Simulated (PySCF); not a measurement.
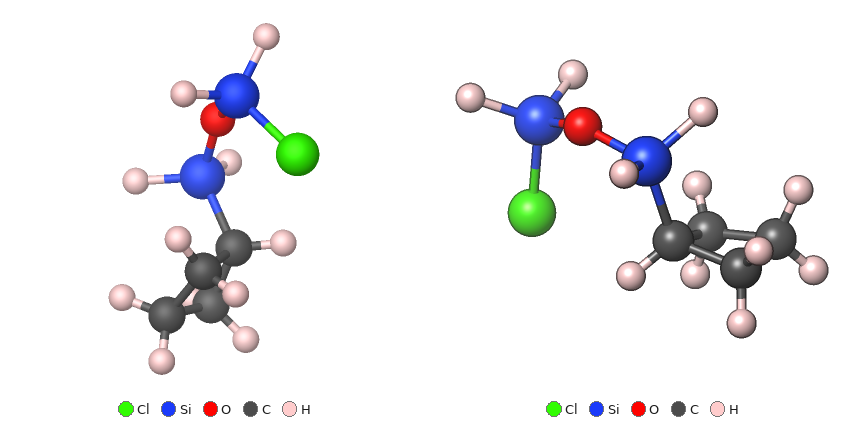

Both panels show the same species.

Computed geometry: PBE0-D3(BJ)/def2-SVP optimisation. No frequency run is at hand to confirm it as a minimum.

Give the formula.

C4H11ClOSi2, 19 atoms: 4 carbon, 11 hydrogen, 1 chlorine, 1 oxygen and 2 silicon.

Write the SMILES.

Cl[SiH2]O[SiH2]C1CCC1

The parts below concern this one geometry. Atoms keep their numbers from picture to picture.

**Geometry**

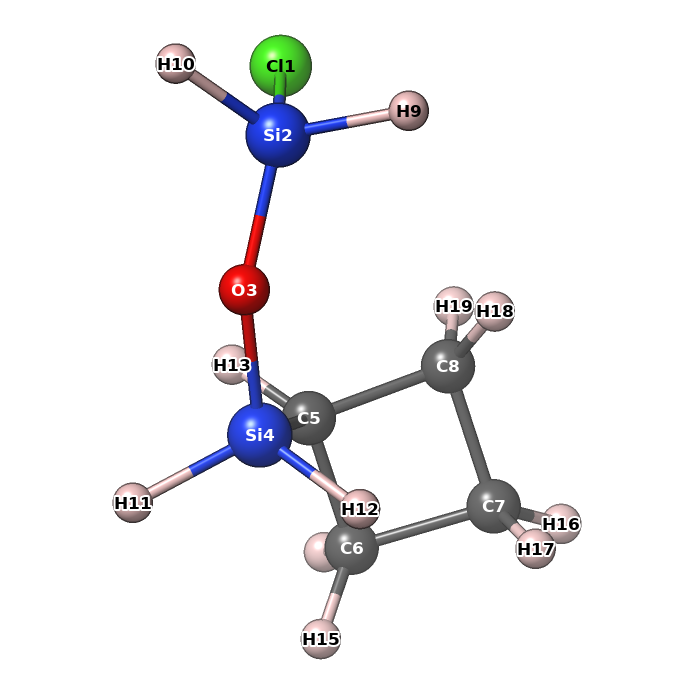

C5 lies behind Si4. The molecule seen a little off the Si4–C5 bond, Si4 in front. Depth is shown by fading: the farther an atom, the more it takes the colour of the background. No frequency run is at hand to confirm it as a minimum.

What is the torsion angle O3–Si4–C5–C6? The sign is positive where the front bond must turn clockwise to cover the back bond.

168°, antiperiplanar (anti). The bonds about Si4–C5 are staggered.

**Ring current**

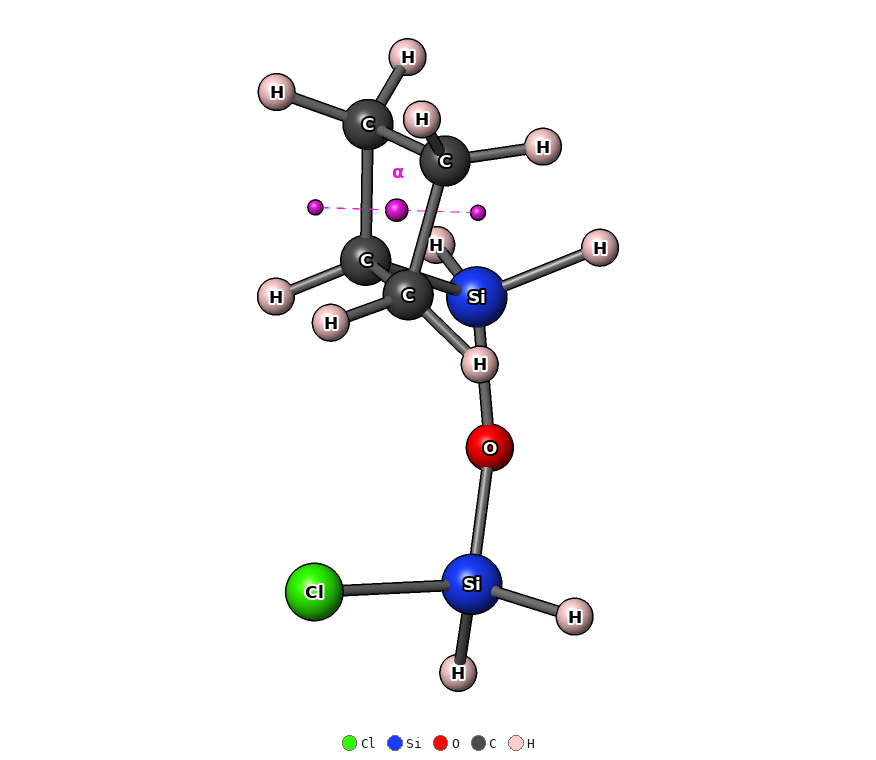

The small points mark where nucleus-independent chemical shifts (NICS) were computed: at the centre of each lettered ring and 1 Å above and below it. No frequency run is at hand to confirm it as a minimum. Properties computed with GIAO PBE0/pcSseg-1 NMR shielding, non-relativistic, IEF-PCM water (PySCF 2.14.0).

Give NICS(0), NICS(1) and the out-of-plane component NICS(1)zz for each ring (means of the two sides).

| ring | members | NICS(0) | NICS(1) | NICS(1)zz |
| --- | --- | --- | --- | --- |
| α | C4 | −0.3 | −0.4 | 4.0 |

Values in ppm.

**NMR shielding**

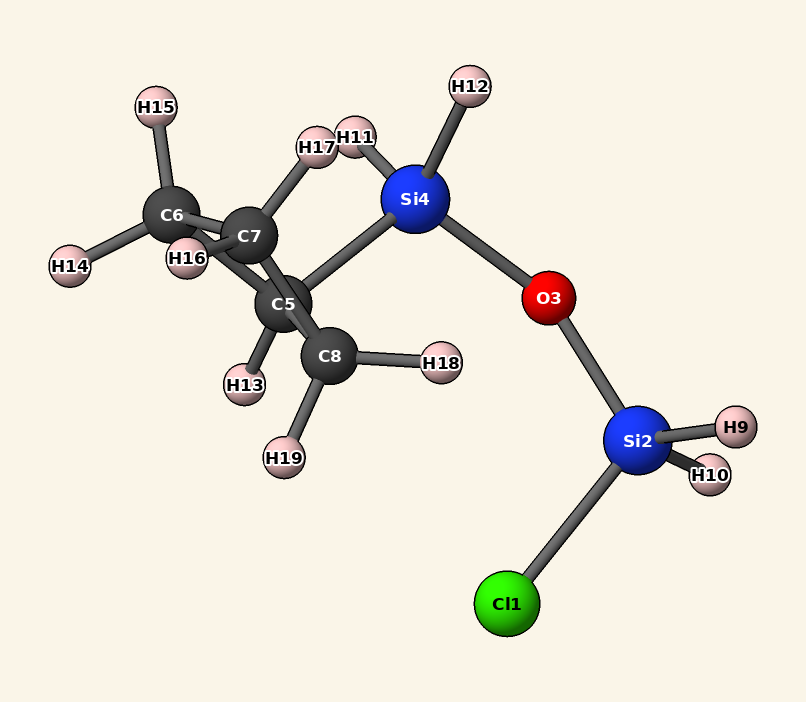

The questions are on isotropic NMR shieldings of the H atoms. No frequency run is at hand to confirm it as a minimum. Level of theory: GIAO PBE0/pcSseg-1 NMR shielding, non-relativistic, gas phase (PySCF 2.14.0).

List the isotropic NMR shieldings of the H atoms.

```
atom  σ (ppm)
  H9    25.79
 H10    25.89
 H11    26.34
 H12    26.20
 H13    29.31
 H14    29.00
 H15    29.85
 H16    29.42
 H17    29.23
 H18    29.47
 H19    28.68
```

**Dipole moment**

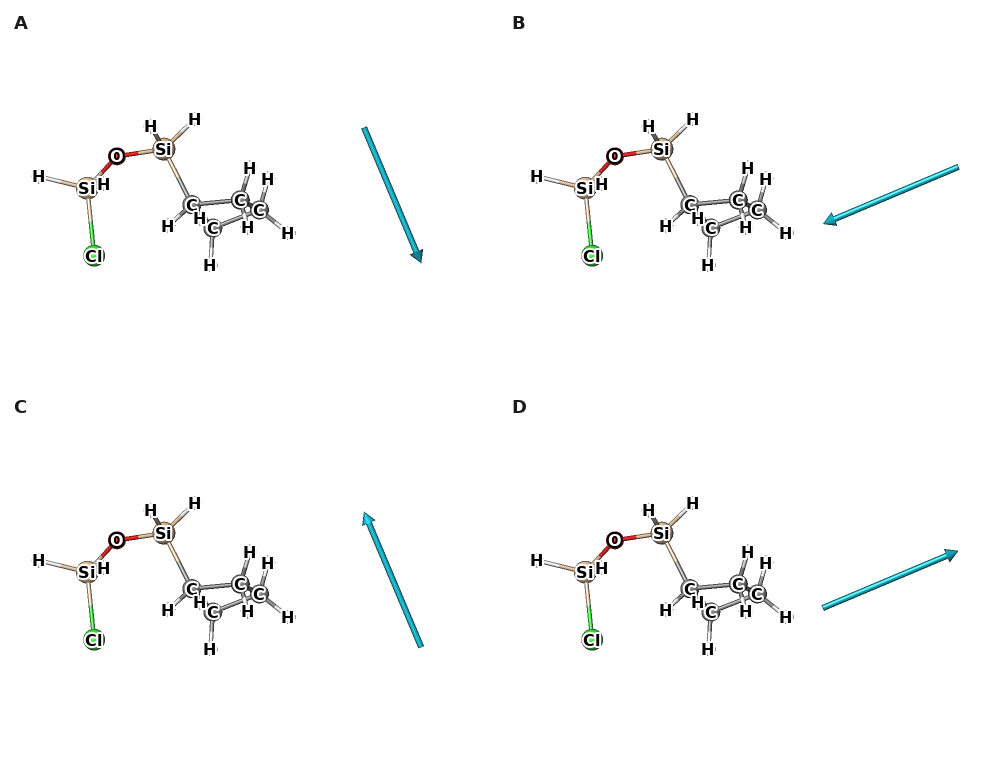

The same molecule four times, each with an arrow. No frequency run is at hand to confirm it as a minimum. Method: CAM-B3LYP/def2-SVPD, gas phase (PySCF 2.14.0).

Which arrow points along the dipole moment, from the negative to the positive end?

D. The dipole moment is 0.97 D.
